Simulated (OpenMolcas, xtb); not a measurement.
## How methods differ on GaHClOF (SMILES [OH][Ga]([F])[Cl])

The species is GaHClOF (5 atoms), meant as a singlet with charge 0. As SMILES, `[OH][Ga]([F])[Cl]`. Geometry: relaxed at PBE0-D4/def2-TZVP. This is one conformer, not always the lowest.

```tsv
atom	x (Å)	y (Å)	z (Å)
O	-0.4114	-1.2129	0.5674
Ga	0.0247	0.1940	-0.3972
F	-0.3418	0.1437	-2.0898
Cl	0.9603	1.9231	0.3823
H	-0.1820	-1.1214	1.4958
```

Quantity: the electronic atomisation energy, in eV. The values are calculated. Electronic energies at fixed atoms, without zero-point motion or spin-orbit coupling.

```
           level            kind     program  value (eV)  CPU time (all runs)
        GFN1-xTB  semi-empirical         xtb       27.44            under 2 s
    HF/def2-SVPD    Hartree–Fock  OpenMolcas       12.00                 53 s
 SVWN5/def2-SVPD             LDA  OpenMolcas       20.26                 79 s
   PBE/def2-SVPD             GGA  OpenMolcas       17.44                 93 s
revPBE/def2-SVPD             GGA  OpenMolcas       16.61                 95 s
  TPSS/def2-SVPD        meta-GGA  OpenMolcas       17.09              1.9 min
r2SCAN/def2-SVPD        meta-GGA  OpenMolcas       17.36              2.2 min
  PBE0/def2-SVPD   global hybrid  OpenMolcas       16.93                 88 s
```

All-electron rows without a relativistic Hamiltonian named are non-relativistic. The values span 12.00 to 27.44 eV. GFN1-xTB: no spin polarisation, so open shells miss the exchange term that lowers them. CPU times are rough (shared hosts, several kinds of processor and program).

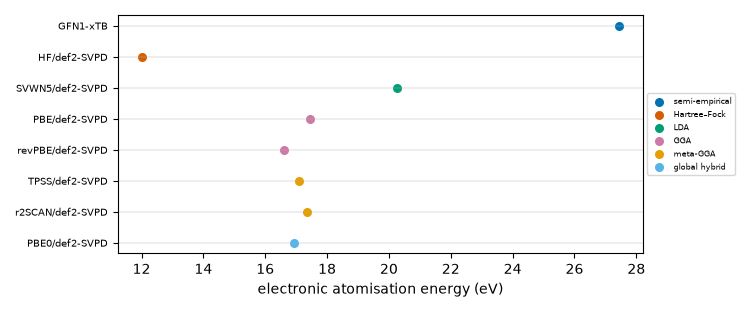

The values of the table, level by level.
